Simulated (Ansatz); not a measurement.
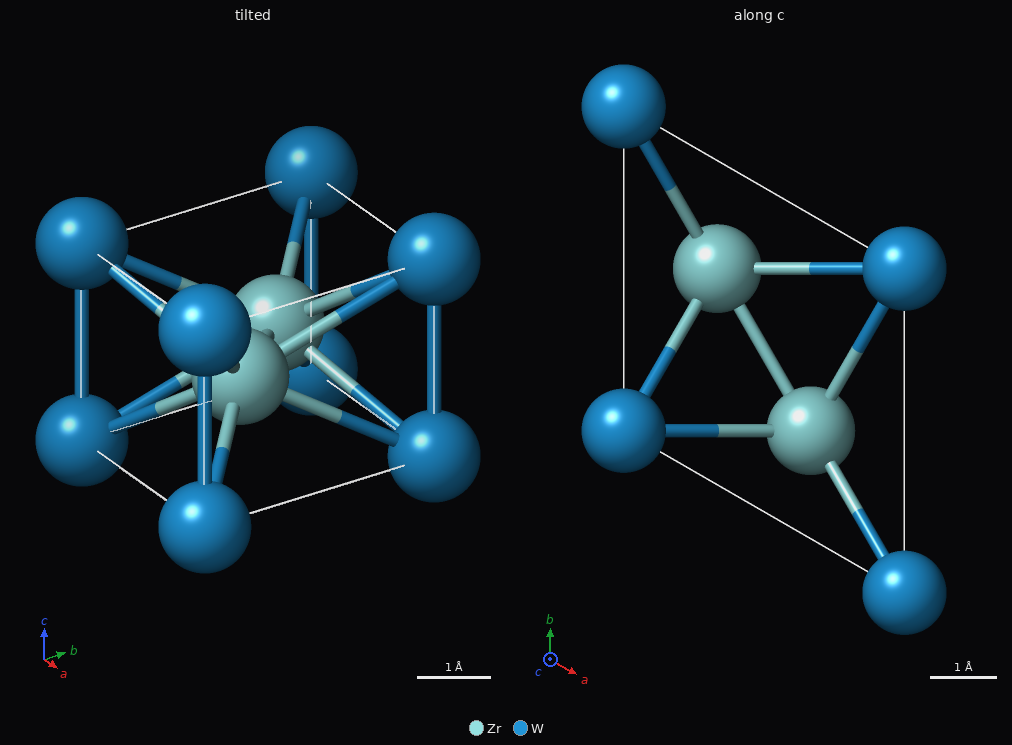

This ball-and-stick model is shown slightly off an axis and along the c axis. One conventional unit cell is framed, with atoms on its boundary repeated.

Cell constants: a = 4.93 Å, b = 4.93 Å, c = 2.81 Å, α = 90.00°, β = 90.00°, γ = 120.00°.

Question: Which compound is drawn?

Answer: Zr2W. The cell holds 2 Zr, 1 W, counting shared atoms by their share.

Question: Which of the 230 space groups is it?

Answer: P6/mmm (No. 191), with Zr on 2d and W on 1a.

Question: Which prototype does it follow?

Answer: AlB₂ type.

The cell started as a textbook structure type filled with these elements (whether it is the usual form wasn't checked). Atoms and cell were optimised with DFT PBE, scalar-relativistic, plane waves, PAW (Ansatz 0.2.0).
